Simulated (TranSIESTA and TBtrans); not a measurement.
System: Cu chain with one bond stretched by 0.3 Å. Leads: straight Cu chain, spacing 2.3 Å. Geometry: as built, not relaxed.

Method: TranSIESTA and TBtrans, PBE, DZP numerical orbitals (energy shift 0.15 eV), PseudoDojo norm-conserving scalar-relativistic potentials, mesh cutoff 200 Ry, 300 K, no spin polarisation, no spin-orbit coupling; self-consistent non-equilibrium Green functions.

Energies count from the leads' Fermi level. Transmissions are for one spin of a degenerate pair. The energy step is 0.01 eV; narrower resonances are cut or missed.

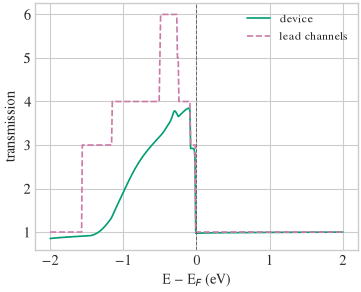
Fig. 1. Transmission against energy

| E (eV) | T | lead channels |
|---|---|---|
| -2.00 | 0.85 | 1 |
| -1.80 | 0.88 | 1 |
| -1.60 | 0.90 | 1 |
| -1.40 | 0.94 | 3 |
| -1.20 | 1.24 | 3 |
| -1.00 | 1.92 | 4 |
| -0.80 | 2.57 | 4 |
| -0.60 | 3.02 | 4 |
| -0.40 | 3.43 | band edge |
| -0.20 | 3.73 | 4 |
| 0.00 | 0.97 | 1 |
| 0.20 | 0.98 | 1 |
| 0.40 | 0.99 | 1 |
| 0.60 | 0.99 | 1 |
| 0.80 | 0.99 | 1 |
| 1.00 | 0.99 | 1 |
| 1.20 | 0.99 | 1 |
| 1.40 | 1.00 | 1 |
| 1.60 | 1.00 | 1 |
| 1.80 | 1.00 | 1 |
| 2.00 | 1.00 | 1 |

The leads' channel count changes near -0.01 eV, within the thermal window, so values at the Fermi level hang on where that band edge falls. The straight chain is held at its spacing; free chains may zigzag or dimerise. No spin-polarised start was tried, so a magnetic state, if there is one, is missed.
